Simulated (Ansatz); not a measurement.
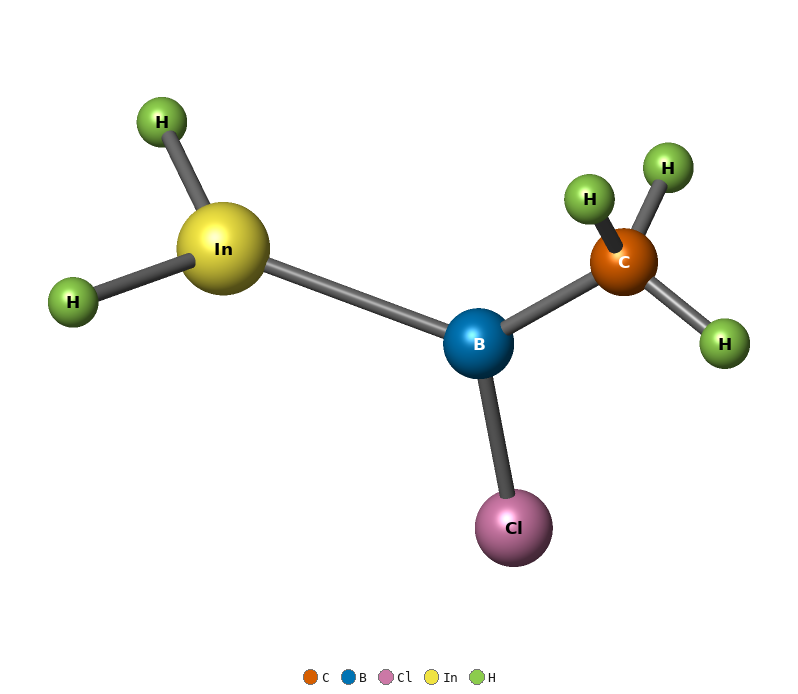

Harmonic vibrations computed with RKS PBE0-D4/def2-TZVP, core potentials on In (Ansatz 0.2.0) at a stationary point of the same level.

Question: Minimum or transition state?

Answer: A minimum: no imaginary frequency, and the lowest mode lies at 69 cm⁻¹.

Question: List the wavenumbers.

Answer: 21 modes: 69, 105, 120, 209, 216, 391, 403, 492, 621, 721, 770, 975, 1065, 1316, 1425, 1452, 1780, 1788, 3015, 3089, 3131 cm⁻¹.
